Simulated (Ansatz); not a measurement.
# Sn$_{5}$Se$_{3}$S$_{2}$: what the fields show

```xyz
30
Lattice="4.2273 0.0000 0.0000 -2.1137 3.6610 0.0000 0.0000 0.0000 51.7320" Properties=species:S:1:pos:R:3 pbc="T T T"
Sn    0.0000    0.0000    5.0625
Sn    2.1137    1.2203   22.3063
Sn    0.0000    2.4407   39.5507
Sn    2.1137    1.2203    1.7806
Sn    0.0000    2.4407   19.0244
Sn    0.0000    0.0000   36.2688
Sn    0.0000    0.0000   15.4632
Sn    2.1137    1.2203   32.7076
Sn    0.0000    2.4407   49.9514
Sn    2.1137    1.2203   12.1813
Sn    0.0000    2.4407   29.4257
Sn    0.0000    0.0000   46.6695
Sn    0.0000    2.4407    8.6222
Sn    0.0000    0.0000   25.8660
Sn    2.1137    1.2203   43.1098
Se    0.0000    0.0000    0.0000
Se    2.1137    1.2203   17.2438
Se    0.0000    2.4407   34.4882
Se    0.0000    0.0000   10.4012
Se    2.1137    1.2203   27.6451
Se    0.0000    2.4407   44.8894
Se    2.1137    1.2203    6.8426
Se    0.0000    2.4407   24.0869
Se    0.0000    0.0000   41.3308
S     0.0000    2.4407    3.4231
S     0.0000    0.0000   20.6669
S     2.1137    1.2203   37.9113
S     0.0000    2.4407   13.8207
S     0.0000    0.0000   31.0651
S     2.1137    1.2203   48.3089
```

Space group R-3m; a structure generated by program, which may or may not match a known phase.

These are results of DFT r2SCAN, scalar-relativistic, plane waves, PAW (Ansatz 0.2.0), not measurements.

The density is the valence pseudo-density of a PAW calculation; it isn't the true density close to the nuclei.

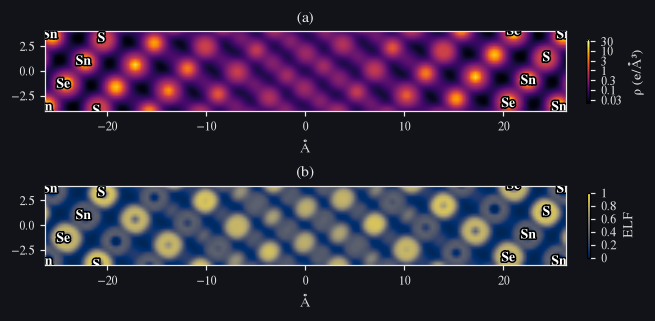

Figure 1. (a) valence electron density; (b) ELF on the (111) plane of the conventional cell.

### What does the map show?

The section cuts through Sn, Se and S sites. Atoms just off the plane (Sn, 0.3 Å away, Se, 0.4 Å away and S, 0.5 Å away) can leave unmarked features too. Sn–S (2.94 Å): ρ at the midpoint is about 0.23 e/Å³; the ELF peaks at about 0.85 in the valence shell of S, 0.8 Å from its nucleus, and drops to about 0.30 between the two atoms. Sn–Se (3.02 Å): ρ at the midpoint is about 0.23 e/Å³; the ELF is about 0.40 at the midpoint and 0.30 at its lowest between the atoms. Between the atoms the lowest density in this plane is 0.02 e/Å³.

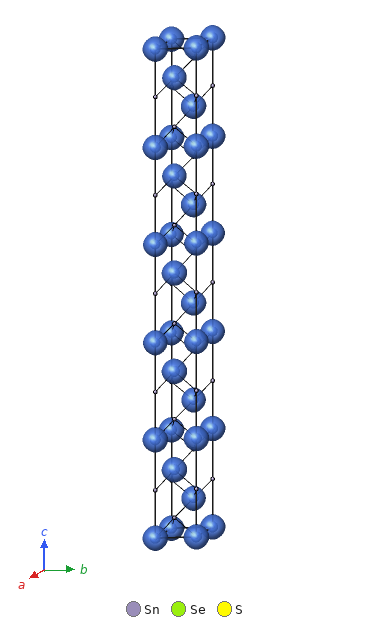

Figure 2. Isosurface of the ELF at 0.65 (blue), seen slightly off an axis. Core shells and regions of very low density are left out. Sticks mark near contacts.

### Identify the bonds, lone pairs and shells in this picture.

At this value the surface marks out six regions wrapped around S (the valence shell of each) and nine regions wrapped around Se (the valence shell of each), counted in one cell of 30 atoms. Any copies at cell faces, edges or corners count once.

### What Bader charges does the calculation give?

Electrons move from Sn towards Se and S. Bader charges: Sn +0.93 to +0.99, Se −0.93 and S −1.05 e.
